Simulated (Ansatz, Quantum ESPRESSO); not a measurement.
## CeSb (P4/mmm): zone-centre phonons

Which modes does CeSb (P4/mmm) have at the zone centre?

Main program and level: Quantum ESPRESSO 7.5; DFT PBEsol, scalar-relativistic, plane waves, PseudoDojo norm-conserving, 4f in core pseudopotentials.

### 1. The starting structure

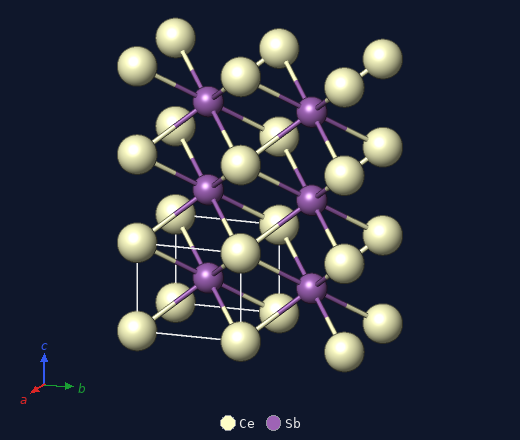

The cell as given, slightly off an axis (cerium light yellow, antimony purple). 1×2×3 cells are drawn. Some periodic images of atoms are drawn too.

### 2. A probe with smearing

Before anything dear is run, a loose run with smearing shows whether this is a metal and how far the cell is from rest.

probe.in reads:

```
&CONTROL
  calculation = 'scf'
  prefix      = 'x'
  outdir      = './tmp'
  pseudo_dir  = './pseudo'
  tprnfor     = .true.
  tstress     = .true.
  verbosity   = 'high'
/
&SYSTEM
  ibrav       = 0
  nat         = 2
  ntyp        = 2
  ecutwfc     = 72.0
  input_dft   = 'pbesol'
  occupations = 'smearing'
  smearing    = 'gaussian'
  degauss     = 0.01
/
&ELECTRONS
  conv_thr         = 1.0d-07
  mixing_beta      = 0.7
  electron_maxstep = 100
/
ATOMIC_SPECIES
 Ce    140.1160  Ce.upf
 Sb    121.7600  Sb.upf
CELL_PARAMETERS angstrom
     4.071871000    0.000000000    0.000000000
     0.000000000    4.071871000    0.000000000
     0.000000000    0.000000000    3.379251000
ATOMIC_POSITIONS crystal
 Ce     0.000000000   0.000000000   0.000000000
 Sb     0.500000000   0.500000000   0.500000000
K_POINTS automatic
 4 4 6 0 0 0
```

Launch:

```
$ OMP_NUM_THREADS=1 mpirun -n 8 pw.x -nk 8 -in probe.in > probe.out
```

Output:

```text
[banners, grids, parts of the stress and lines that vanish by symmetry left out]
Program PWSCF v.7.5
     IMPORTANT: XC functional enforced from input :
     Exchange-correlation= PBESOL
                           (   1   4  10   8   0   0   0)
[...]
kinetic-energy cutoff     =      72.0000  Ry
     charge density cutoff     =     288.0000  Ry
     scf convergence threshold =      1.0E-07
[...]
Exchange-correlation= PBESOL
                           (   1   4  10   8   0   0   0)
[...]
16 Sym. Ops., with inversion, found
[...]
(     0          1          0      )
                  (     0          0          1      )
[...]
(  0.0000000  1.0000000  0.0000000 )
                  (  0.0000000  0.0000000  1.0000000 )
[...]
(     0         -1          0      )
[...]
(  0.0000000  0.0000000 -1.0000000 )
[...]
(     1          0          0      )
                  (     0          0         -1      )
[...]
( -1.0000000  0.0000000  0.0000000 )
                  (  0.0000000  0.0000000 -1.0000000 )
[...]
number of k points=    24  Gaussian smearing, width (Ry)=  0.0100
[...]
End of self-consistent calculation
[...]
the Fermi energy is    13.3509 ev
!    total energy              =    -253.05224803 Ry
[...]
convergence has been achieved in   7 iterations
[...]
atom    1 type  1   force =     0.00000000    0.00000000    0.00000000
     atom    2 type  2   force =     0.00000000    0.00000000    0.00000000
[...]
Total force =     0.000000     Total SCF correction =     0.000000
[...]
total   stress  (Ry/bohr**3)                   (kbar)     P=       12.76
[...]
XML data file, charge density, pseudopotentials, collected wavefunctions

   JOB DONE.
```

Wall time 3.4 s (8 MPI ranks of Arm Neoverse V2, shared host); 26 s of CPU time.

Read from the output:

| Property | Result |
| --- | --- |
| volume per atom | 28.01 Å³ |
| pressure | 1.276 GPa |
| gap on the k-mesh | 0 eV |

No gap opens on this mesh, so smearing is kept; the start stands at 1.3 GPa.

### 3. Relaxing the cell and atoms

Frequencies change by per cents with a per cent of volume, so the structure is first brought to rest at this level of theory.

relax.in reads:

```
&CONTROL
  calculation   = 'vc-relax'
  prefix        = 'x'
  outdir        = './tmp'
  pseudo_dir    = './pseudo'
  tprnfor       = .true.
  tstress       = .true.
  forc_conv_thr = 2.0d-05
  etot_conv_thr = 1.0d-07
  nstep         = 40
/
&SYSTEM
  ibrav       = 0
  nat         = 2
  ntyp        = 2
  ecutwfc     = 72.0
  input_dft   = 'pbesol'
  occupations = 'smearing'
  smearing    = 'mv'
  degauss     = 0.02
/
&ELECTRONS
  conv_thr         = 1.0d-11
  mixing_beta      = 0.7
  electron_maxstep = 100
/
&IONS
/
&CELL
  press_conv_thr = 0.1
/
ATOMIC_SPECIES
 Ce    140.1160  Ce.upf
 Sb    121.7600  Sb.upf
CELL_PARAMETERS angstrom
     4.071871000    0.000000000    0.000000000
     0.000000000    4.071871000    0.000000000
     0.000000000    0.000000000    3.379251000
ATOMIC_POSITIONS crystal
 Ce     0.000000000   0.000000000   0.000000000
 Sb     0.500000000   0.500000000   0.500000000
K_POINTS automatic
 8 8 10 0 0 0
```

Launch:

```
$ OMP_NUM_THREADS=1 mpirun -n 8 pw.x -nk 8 -in relax.in > relax.out
```

Output:

```text
[banners, grids, parts of the stress and lines that vanish by symmetry left out]
[banner, memory and clock lines left out]
Program PWSCF v.7.5

[...]
Exchange-correlation= PBESOL
                           (   1   4  10   8   0   0   0)
[...]
kinetic-energy cutoff     =      72.0000  Ry
     charge density cutoff     =     288.0000  Ry
     scf convergence threshold =      1.0E-11
[...]
energy convergence thresh.=      1.0E-07
     force convergence thresh. =      2.0E-05
     press convergence thresh. =      1.0E-01
     Exchange-correlation= PBESOL
                           (   1   4  10   8   0   0   0)
[...]
16 Sym. Ops., with inversion, found
[...]
number of k points=    90  Marzari-Vanderbilt smearing, width (Ry)=  0.0200
[...]
End of self-consistent calculation
[...]
the Fermi energy is    13.0806 ev
!    total energy              =    -253.05284402 Ry
[...]
convergence has been achieved in  10 iterations
[...]
atom    1 type  1   force =     0.00000000    0.00000000    0.00000000
     atom    2 type  2   force =     0.00000000    0.00000000    0.00000000
     Total force =     0.000000     Total SCF correction =     0.000000
[...]
total   stress  (Ry/bohr**3)                   (kbar)     P=       17.84
[...]
number of bfgs steps    =   0
[...]
CELL_PARAMETERS (angstrom)
[...]
ATOMIC_POSITIONS (crystal)
Ce               0.0000000000        0.0000000000        0.0000000000
Sb               0.5000000000        0.5000000000        0.5000000000
[...]
New effective cutoffs (rho, wfc):  286.17   71.72
[...]
End of self-consistent calculation
[...]
the Fermi energy is    12.9387 ev
!    total energy              =    -253.05319722 Ry
[...]
convergence has been achieved in   7 iterations
[...]
atom    1 type  1   force =     0.00000000    0.00000000    0.00000000
     atom    2 type  2   force =     0.00000000    0.00000000    0.00000000
     Total force =     0.000000     Total SCF correction =     0.000000
[...]
total   stress  (Ry/bohr**3)                   (kbar)     P=       10.06
[...]
number of bfgs steps    =   1
[...]
CELL_PARAMETERS (angstrom)
[...]
ATOMIC_POSITIONS (crystal)
Ce               0.0000000000        0.0000000000        0.0000000000
Sb               0.5000000000        0.5000000000        0.5000000000
[...]
New effective cutoffs (rho, wfc):  284.63   71.49
[...]
End of self-consistent calculation
[...]
the Fermi energy is    12.7921 ev
!    total energy              =    -253.05337125 Ry
[...]
convergence has been achieved in   8 iterations
[...]
atom    1 type  1   force =     0.00000000    0.00000000    0.00000000
     atom    2 type  2   force =     0.00000000    0.00000000    0.00000000
     Total force =     0.000000     Total SCF correction =     0.000000
[...]
total   stress  (Ry/bohr**3)                   (kbar)     P=        2.10
[...]
number of bfgs steps    =   2
[...]
CELL_PARAMETERS (angstrom)
[...]
ATOMIC_POSITIONS (crystal)
[...]
New effective cutoffs (rho, wfc):  284.39   71.47
[...]
End of self-consistent calculation
[...]
the Fermi energy is    12.7463 ev
[...]
atom    1 type  1   force =     0.00000000    0.00000000    0.00000000
     atom    2 type  2   force =     0.00000000    0.00000000    0.00000000
     Total force =     0.000000     Total SCF correction =     0.000000
[...]
total   stress  (Ry/bohr**3)                   (kbar)     P=       -0.52
[...]
number of bfgs steps    =   4
[...]
CELL_PARAMETERS (angstrom)
[...]
ATOMIC_POSITIONS (crystal)
[...]
New effective cutoffs (rho, wfc):  284.77   71.58
[...]
the Fermi energy is    12.7469 ev
!    total energy              =    -253.05338931 Ry
[...]
convergence has been achieved in   6 iterations
[...]
atom    1 type  1   force =     0.00000000    0.00000000    0.00000000
     atom    2 type  2   force =     0.00000000    0.00000000    0.00000000
     Total force =     0.000000     Total SCF correction =     0.000000
[...]
total   stress  (Ry/bohr**3)                   (kbar)     P=       -0.41
[...]
number of bfgs steps    =   5
[...]
CELL_PARAMETERS (angstrom)
[...]
ATOMIC_POSITIONS (crystal)
[...]
New effective cutoffs (rho, wfc):  285.10   71.66
[...]
the Fermi energy is    12.7527 ev
!    total energy              =    -253.05339041 Ry
[...]
convergence has been achieved in   7 iterations
[...]
atom    1 type  1   force =     0.00000000    0.00000000    0.00000000
     atom    2 type  2   force =     0.00000000    0.00000000    0.00000000
     Total force =     0.000000     Total SCF correction =     0.000000
[...]
total   stress  (Ry/bohr**3)                   (kbar)     P=       -0.14
[...]
number of bfgs steps    =   6
[...]
CELL_PARAMETERS (angstrom)
[...]
ATOMIC_POSITIONS (crystal)
[...]
New effective cutoffs (rho, wfc):  285.21   71.69
[...]
End of self-consistent calculation
[...]
the Fermi energy is    12.7553 ev
!    total energy              =    -253.05339049 Ry
[...]
convergence has been achieved in   6 iterations
[...]
atom    1 type  1   force =     0.00000000    0.00000000    0.00000000
     atom    2 type  2   force =     0.00000000    0.00000000    0.00000000
     Total force =     0.000000     Total SCF correction =     0.000000
[...]
total   stress  (Ry/bohr**3)                   (kbar)     P=       -0.01
[...]
bfgs converged in   8 scf cycles and   7 bfgs steps
[...]
End of BFGS Geometry Optimization
     Final enthalpy           =    -253.0533904914 Ry
     File ./tmp/x.bfgs deleted, as requested
[...]
CELL_PARAMETERS (angstrom)
[...]
ATOMIC_POSITIONS (crystal)
Ce               0.0000000000        0.0000000000        0.0000000000
Sb               0.5000000000        0.5000000000        0.5000000000
[...]
Final scf calculation at the relaxed structure.
[...]
kinetic-energy cutoff     =      72.0000  Ry
     charge density cutoff     =     288.0000  Ry
     scf convergence threshold =      1.0E-13
[...]
press convergence thresh. =      1.0E-01
     Exchange-correlation= PBESOL
                           (   1   4  10   8   0   0   0)
[...]
16 Sym. Ops., with inversion, found
[...]
number of k points=    90  Marzari-Vanderbilt smearing, width (Ry)=  0.0200
[...]
c_bands:  1 eigenvalues not converged
     c_bands:  1 eigenvalues not converged
[...]
End of self-consistent calculation
[...]
the Fermi energy is    12.7552 ev
!    total energy              =    -253.05389394 Ry
[...]
convergence has been achieved in  12 iterations
[...]
atom    1 type  1   force =     0.00000000    0.00000000    0.00000000
     atom    2 type  2   force =     0.00000000    0.00000000    0.00000000
     Total force =     0.000000     Total SCF correction =     0.000000
[...]
total   stress  (Ry/bohr**3)                   (kbar)     P=        2.49
[...]
XML data file, charge density, pseudopotentials, collected wavefunctions
```

Wall time 85 s (8 MPI ranks); 11 min of CPU time.

Relaxation path:

| step | energy less that of the first step (eV) | largest force (eV/Å) | pressure (GPa) | volume (Å³) |
| --- | --- | --- | --- | --- |
| 1 | 0.0000 | 0.0000 | 1.78 | 56.03 |
| 2 | -0.0048 | 0.0000 | 1.01 | 56.54 |
| 3 | -0.0072 | 0.0000 | 0.21 | 57.08 |
| 4 | -0.0074 | 0.0000 | -0.04 | 57.25 |
| 5 | -0.0074 | 0.0000 | -0.05 | 57.26 |
| 6 | -0.0074 | 0.0000 | -0.04 | 57.25 |
| 7 | -0.0074 | 0.0000 | -0.01 | 57.23 |
| 8 | -0.0074 | 0.0000 | 0.00 | 57.22 |
| 9 | -0.0143 | 0.0000 | 0.25 | 57.22 |

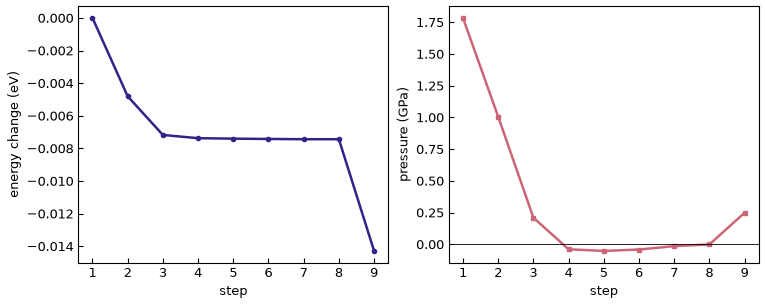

Energy and pressure along the relaxation.

| conventional cell, symmetrised | before | after | change |
| --- | --- | --- | --- |
| a (Å) | 4.072 | 4.111 | +1.0 % |
| b (Å) | 4.072 | 4.111 | +1.0 % |
| c (Å) | 3.379 | 3.386 | +0.2 % |
| volume (Å³/atom) | 28.01 | 28.61 | +2.1 % |

Final coordinates:

```xyz
2
Lattice="4.1107 0.0000 0.0000 0.0000 4.1107 0.0000 0.0000 0.0000 3.3860" Properties=species:S:1:pos:R:3 pbc="T T T"
Ce    0.0000    0.0000    0.0000
Sb    2.0554    2.0554    1.6930
```

The last row of the table of steps is pw.x's closing run on a basis chosen anew for the final cell, so its energy can jump.

Read from the output:

| Property | Result |
| --- | --- |
| volume per atom | 28.61 Å³ |
| pressure | 0.2490 GPa |

The volume changes by +2.1 % from the cell with which this run began.

### 4. Self-consistent run for the response

Perturbation theory inherits every error of the wavefunctions, so the threshold is set near the limit of the arithmetic. Smearing stays on, as the first look found no gap above 0.3 eV.

scf.in reads:

```
&CONTROL
  calculation = 'scf'
  prefix      = 'x'
  outdir      = './tmp'
  pseudo_dir  = './pseudo'
  tprnfor     = .true.
  tstress     = .true.
/
&SYSTEM
  ibrav       = 0
  nat         = 2
  ntyp        = 2
  ecutwfc     = 72.0
  input_dft   = 'pbesol'
  occupations = 'smearing'
  smearing    = 'mv'
  degauss     = 0.02
/
&ELECTRONS
  conv_thr         = 1.0d-12
  mixing_beta      = 0.7
  electron_maxstep = 100
/
ATOMIC_SPECIES
 Ce    140.1160  Ce.upf
 Sb    121.7600  Sb.upf
CELL_PARAMETERS angstrom
     4.110733640    0.000000000    0.000000000
     0.000000000    4.110733640    0.000000000
     0.000000000    0.000000000    3.385996444
ATOMIC_POSITIONS crystal
 Ce     0.000000000   0.000000000   0.000000000
 Sb     0.500000000   0.500000000   0.500000000
K_POINTS automatic
 8 8 12 0 0 0
```

Launch:

```
$ OMP_NUM_THREADS=1 mpirun -n 8 pw.x -nk 8 -in scf.in > scf.out
```

Output:

```text
[banners, grids, parts of the stress and lines that vanish by symmetry left out]
[banner, memory and clock lines left out]
Program PWSCF v.7.5

[...]
Exchange-correlation= PBESOL
                           (   1   4  10   8   0   0   0)
[...]
kinetic-energy cutoff     =      72.0000  Ry
     charge density cutoff     =     288.0000  Ry
     scf convergence threshold =      1.0E-12
[...]
Exchange-correlation= PBESOL
                           (   1   4  10   8   0   0   0)
[...]
16 Sym. Ops., with inversion, found
[...]
number of k points=   105  Marzari-Vanderbilt smearing, width (Ry)=  0.0200
[...]
End of self-consistent calculation
[...]
the Fermi energy is    12.8068 ev
!    total energy              =    -253.05392102 Ry
[...]
convergence has been achieved in  12 iterations
[...]
atom    1 type  1   force =     0.00000000    0.00000000    0.00000000
     atom    2 type  2   force =     0.00000000    0.00000000    0.00000000
     Total force =     0.000000     Total SCF correction =     0.000000
[...]
total   stress  (Ry/bohr**3)                   (kbar)     P=        0.38
[...]
XML data file, charge density, pseudopotentials, collected wavefunctions
```

Elapsed: 17 s, on 8 MPI ranks; 2.2 min of CPU time.

This step gave:

| Property | Result |
| --- | --- |
| pressure | 0.03767 GPa |

The cell stands at 0.038 GPa, close enough for phonons.

(Continued in part 2 of 3.)

[Host names and launcher messages were left out of these logs when they were recorded.]

[Logs are printed without paths, hosts, clocks, repeated set-up lines and the standing remarks that a program may print on its own settings, such as how far it seeks lower states.]

[Hosts, paths, dates, database ids (printed as entryN), source tags and the programs' standing remarks are cut or masked in the printed files.]
